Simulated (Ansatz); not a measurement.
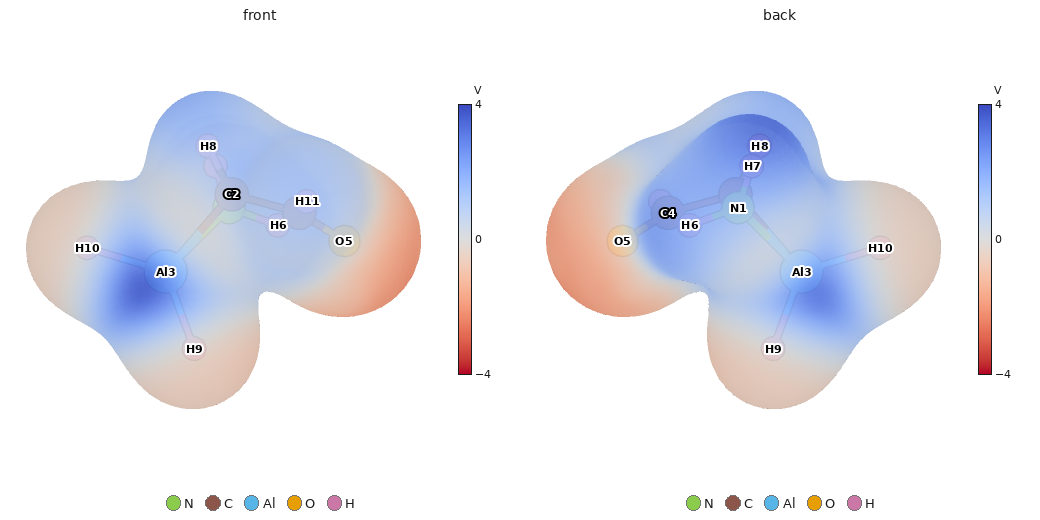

*C₂H₆AlNO. The electrostatic potential painted on the density surface at 0.004 e/bohr³, seen from the front and from behind; red is negative and blue positive.*

All numbers below come from RKS PBE0-D4/def2-SVP in Ansatz 0.2.0.

The calculation's input:

```
crystal:
  periodic: [false, false, false]
  atoms:
    - { symbol: "N", position_ang: [-0.2973, 1.3086, 0.6535] }
    - { symbol: C, position_ang: [0.1917, 0.3479, -0.2757] }
    - { symbol: Al, position_ang: [1.2324, -1.0101, 0.7221] }
    - { symbol: C, position_ang: [-0.8202, -0.2962, -1.081] }
    - { symbol: O, position_ang: [-1.8124, -0.8977, -0.543] }
    - { symbol: H, position_ang: [-1.0524, 0.922, 1.2697] }
    - { symbol: H, position_ang: [-0.8172, 2.085, 0.0848] }
    - { symbol: H, position_ang: [0.9429, 0.863, -0.9793] }
    - { symbol: H, position_ang: [0.5592, -1.8974, 1.8872] }
    - { symbol: H, position_ang: [2.8139, -1.2199, 0.4224] }
    - { symbol: H, position_ang: [-0.8753, -0.2624, -2.1401] }
basis:
  gaussian: { orbitals: def2-SVP }
hamiltonian:
  xc: pbe0
  dispersion: d4
relax:
  f_tol: 0.015
  max_steps: 40
output:
  orbitals: {}
```

Run with:

```sh
ansatz run input.yaml --threads 2 --pin off --max-ram 3072MiB --backend cpu --events-out ev --progress --plain --runs-dir out
```

The fields are those of the relaxed geometry.

**Which sites attract a positive test charge, and which a negative one?**

A positive charge is drawn to the negative regions and a negative charge to the positive ones. The most negative region (about −2.0 V, or −46 kcal/mol for a unit charge) lies over O5, the most positive (about +3.3 V, or +76 kcal/mol for a unit charge) over Al3. O5 is the likeliest acceptor of a hydrogen bond.
